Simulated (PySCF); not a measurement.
SMILES [OH][Al]([OH])/[CH]=C/[SiH2]N (C₂H₈AlNO₂Si) at its GFN2-xTB optimised geometry (Å):

```
15

Si    -2.6404    -0.3068     0.0000
N     -3.3837    -1.0392     1.3736
C     -0.7455    -0.3068     0.0000
C      0.0190    -0.8243     0.9598
Al     1.9985    -0.7945     0.9022
O      2.7261    -0.0932    -0.3992
O      2.7847    -1.4823     2.1766
H     -3.1176     1.0789     0.0000
H     -3.1176    -1.0789    -1.1506
H     -3.3018    -0.5844     2.2687
H     -3.3038    -2.0361     1.4938
H     -0.2500     0.1510    -0.8499
H     -0.4648    -1.2863     1.8174
H      3.1176     0.3146    -1.1562
H      3.2771    -1.8656     2.8862
```

Method: B3LYP/def2-TZVP (PySCF 2.14.0). Cells within 0.4 Å of a nucleus heavier than hydrogen are left out (blank, or x).

Map of the deformation density (molecule minus spherical neutral atoms) (e/bohr³) on the plane z = 0.0 Å:

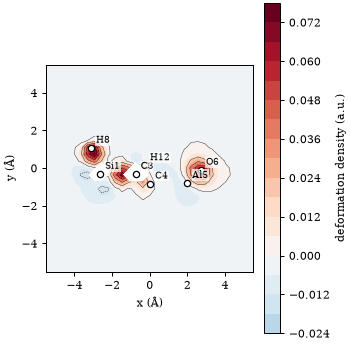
Figure: Deformation density (molecule minus spherical neutral atoms) (e/bohr³) on the plane z = 0.0 Å.
